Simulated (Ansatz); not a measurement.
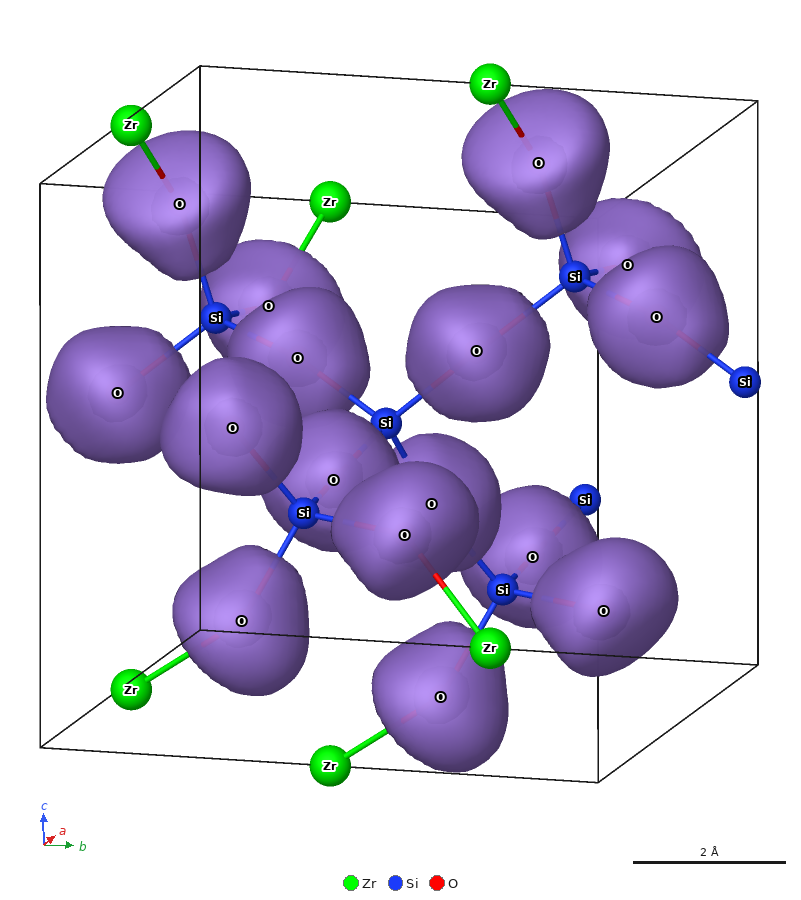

*ZrSi3O8. Isosurface of the electron localisation function at 0.7 (purple), seen at an oblique angle. Only the valence region is drawn (cores and ρ < 0.01 e/Å³ removed). Sticks mark near contacts.*

Space group C2; a structure generated by program, which may or may not match a known phase.

Level of theory: Ansatz 0.2.0, DFT PBE, scalar-relativistic, plane waves, PAW.

In a PAW calculation such maps are meaningful between the atoms, not at the nuclei.

```
Zr Si O
1.0
     7.52642    0.00000   -0.00061
     0.00000    7.66183    0.00000
    -0.00389    0.00000    7.61559
Zr Si O
2 6 16
Cartesian
  0.0000 3.9850 0.0000
  3.7632 0.1541 -0.0003
  1.6952 1.9189 5.5619
  5.4584 5.7498 5.5616
  2.0641 5.7498 2.0534
  5.8273 1.9189 2.0531
  -0.0019 7.4851 3.8078
  3.7613 3.6542 3.8075
  1.0584 0.7579 4.6134
  4.8216 4.5888 4.6131
  1.4649 5.0799 0.6873
  5.2281 1.2490 0.6870
  2.2944 1.2490 6.9280
  6.0576 5.0799 6.9277
  2.7009 4.5888 3.0019
  6.4641 0.7579 3.0016
  2.9219 2.6877 4.8101
  6.6851 6.5186 4.8098
  3.2083 6.8075 1.5890
  6.9715 2.9765 1.5887
  0.5510 2.9765 6.0263
  4.3142 6.8075 6.0260
  0.8374 6.5186 2.8052
  4.6006 2.6877 2.8049
```

What do the ELF domains correspond to?

Answer. The ELF exceeds this value in 16 regions on O in which the atom's valence shell and bonds are merged, counted in one cell of 24 atoms. Any copies at cell faces, edges or corners count once. Profiles from the grid: Si–O (1.63 Å): the ELF peaks at about 0.85 between the atoms: a polar covalent bond. Zr–O (1.95 Å): the ELF peaks at about 0.80 in the valence shell of O, 0.6 Å from its nucleus, and drops to about 0.25 between the two atoms (no localised pair shows between them).
